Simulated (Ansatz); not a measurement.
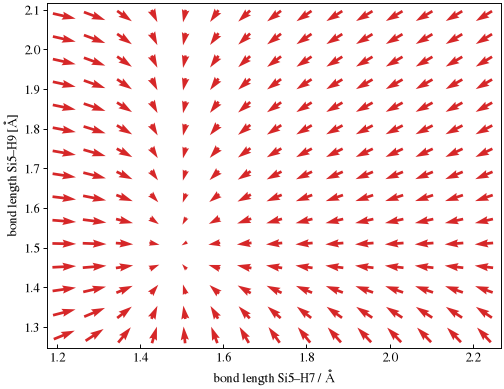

CH₄F₂OSi, SMILES FC(F)O[SiH3]. Coordinates scanned: (1) bond length Si5–H7; (2) bond length Si5–H9. Nothing is relaxed (all other coordinates rigid). Grid: 15 × 15 points. Points are written as (first, second). The reference is spin-restricted, which grows unreliable where a bond is stretched far. The calculation used RKS PBE0-D4/def2-SVP in Ansatz.

The picture shows arrows along the force (downhill), their lengths compressed.

Question: The arrows alone are given. Where is the energy lowest?

Answer: The arrows converge at about (1.485 Å, 1.488 Å) (read from the interpolated surface).

The energy map of the same scan:

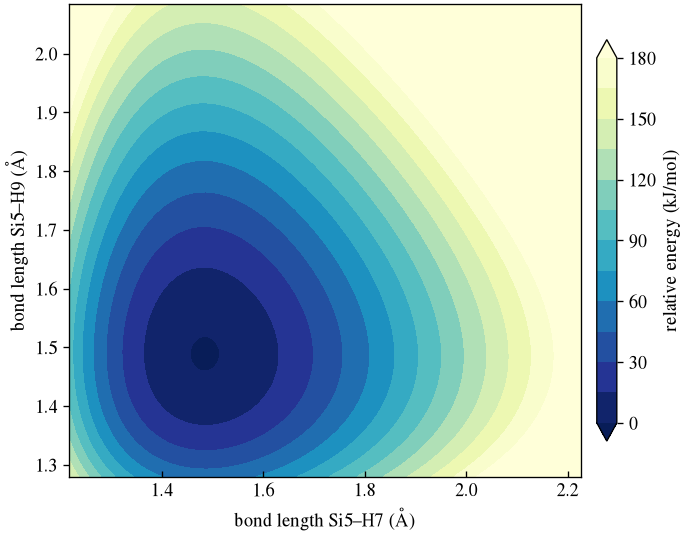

Energies are in kJ/mol, from the lowest grid point; between grid points the surface is interpolated.
